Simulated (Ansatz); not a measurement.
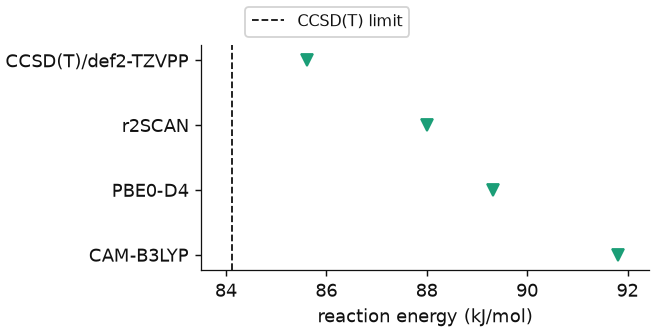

Electronic reaction energy of ZrCl₂F₂ ([F][Zr]([F])([Cl])[Cl]) + SnH₄SO ([OH][SnH2][SH]) → ZrHSCl₂F ([F][Zr]([SH])([Cl])[Cl]) + SnH₃OF ([OH][SnH2][F]) (SMILES in brackets) at several levels (functionals in def2-TZVPP unless a basis is named), isolated molecules at PBE0-D4 triple-zeta geometries, minima by their frequencies, no zero-point or thermal terms, the Ansatz code. The line is frozen-core CCSD(T) at the basis limit (MP2 extrapolated from triple and quadruple zeta, plus CCSD(T) less MP2 in a smaller set). No dispersion term is added to r2SCAN and CAM-B3LYP. The distance of CCSD(T)/def2-TZVPP to the limit includes basis error. Core potentials past Kr.

> What do zero-point energy and temperature add?

Zero-point change −2.3 kJ/mol; at 298.15 K and 1 bar the CCSD(T) limit plus thermal terms gives an enthalpy of reaction of 83.0 and a free energy of 77.5 kJ/mol (harmonic PBE0-D4 modes, ideal gas).

> Give the values.

| level | kJ/mol | less CCSD(T) limit |
| --- | --- | --- |
| CCSD(T)/def2-TZVPP | 85.6 | 1.5 |
| r2SCAN | 88.0 | 3.9 |
| PBE0-D4 | 89.3 | 5.2 |
| CAM-B3LYP | 91.8 | 7.7 |
| CCSD(T) limit | 84.1 | 0.0 |

Known limits of this run: outer-core shells are correlated without core-valence functions, which makes the correlated values less sure; spin-orbit coupling is left out, and with Sn it can shift these values.
